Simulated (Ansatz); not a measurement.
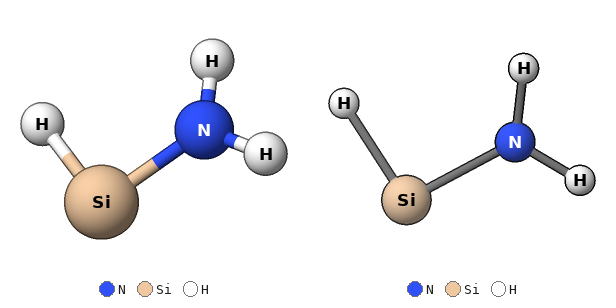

Two views of one molecule.

Computed geometry: PBE0-D4/def2-TZVP optimisation. No frequency run is at hand to confirm it as a minimum.

What does the picture show?

It has 5 atoms: 3 hydrogen, 1 nitrogen and 1 silicon (H3NSi). This geometry has Cs symmetry. All atoms lie on one plane. Coordination: 1 N trigonal planar; 1 Si bent.

More results for the same structure follow; atom numbers are the same in all pictures, views and colours differ.

### Charges

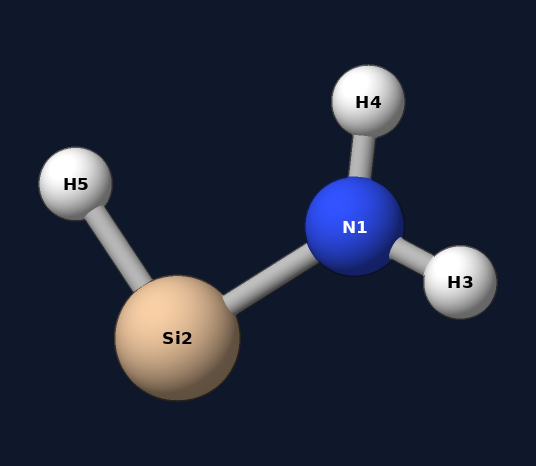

The questions are on Mulliken charges. No frequency run is at hand to confirm it as a minimum. Level of theory: RKS PBE0-D4/def2-TZVP (Ansatz 0.2.0).

Give the Mulliken charges atom by atom.

| atom | value (e) |
| --- | --- |
| N1 | −0.55 |
| Si2 | 0.12 |
| H3 | 0.25 |
| H4 | 0.25 |
| H5 | −0.06 |

### Electronic properties

No frequency run is at hand to confirm it as a minimum. Properties computed with RKS PBE0-D4/def2-TZVPP (Ansatz 0.2.0).

What does the calculation give?

- HOMO energy (Kohn–Sham orbital): −6.34 eV
- LUMO energy (Kohn–Sham orbital): −1.50 eV
- HOMO–LUMO gap: 4.84 eV

### Dipole moment

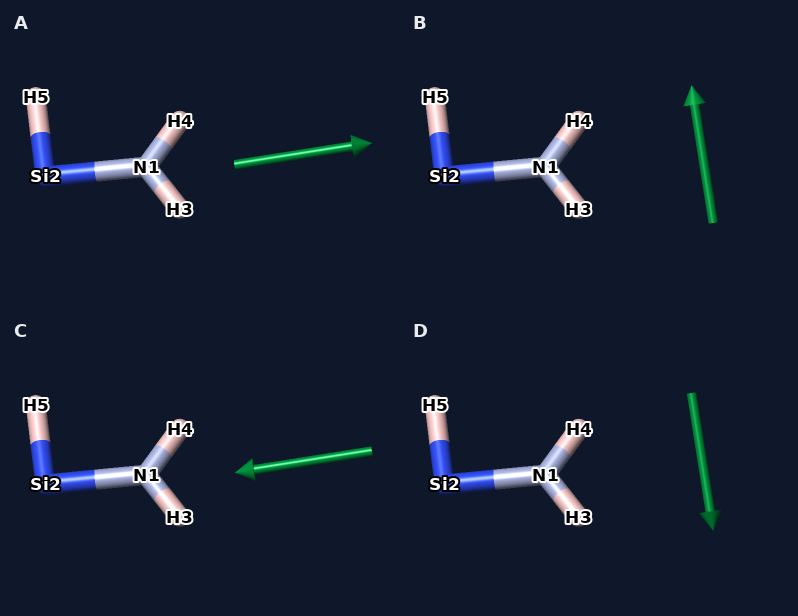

The same molecule four times, each with an arrow. No frequency run is at hand to confirm it as a minimum. Properties computed with RKS PBE0-D4/def2-TZVP (Ansatz 0.2.0).

Question: Which arrow points along the dipole moment, from the negative to the positive end?

Answer: A. The dipole moment is 2.12 D; it points from the side of Si2, H5 to the side of H4 (the outermost atoms at the two ends).

Mulliken values depend strongly on the basis set and can even reverse the polarity of a bond.
